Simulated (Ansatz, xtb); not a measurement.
Pulling on the Al1–H2 bond in AlClFH (SMILES [F][AlH][Cl]) (multiplicity 1 held, fragments rigid). Energies count from the point at 1.555 Å.
Geometry at that point (charge 0, multiplicity 1):
```xyz
4

Al    -0.56121     0.17721    -0.47070
H     -1.75578    -0.36995    -1.30319
F     -0.21593     1.78615    -0.49600
Cl     0.64676    -1.05936     0.69920
```

Restricted levels (R-, RO-) in cc, def2 and unpolarised 6-31G sets keep to the state of the molecule at rest. U- levels take the lowest unrestricted solution at each point, which mixes spins at long bonds. Active spaces are followed from a long bond inwards. Levels need not reach the same state.

Frozen-core correlation.

The values were computed with Ansatz (Gaussian basis) for Hartree–Fock, density functionals and correlated methods; xtb for the GFN methods. Each number belongs to the level named beside it. The GFN methods have no spin term and hold the electronic entropy of 300 K.

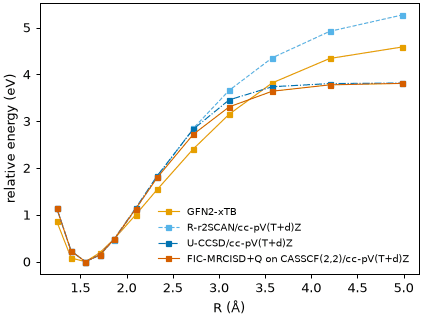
Figure. Relative energy along the coordinate

Doubts at one or more of the structures used: a restricted determinant that unrestricted orbitals would lower (R-r2SCAN/cc-pV(T+d)Z); a spin-contaminated determinant (U-CCSD/cc-pV(T+d)Z); T1 above 0.05 (U-CCSD/cc-pV(T+d)Z).

Ansatz is a program for electronic structure.
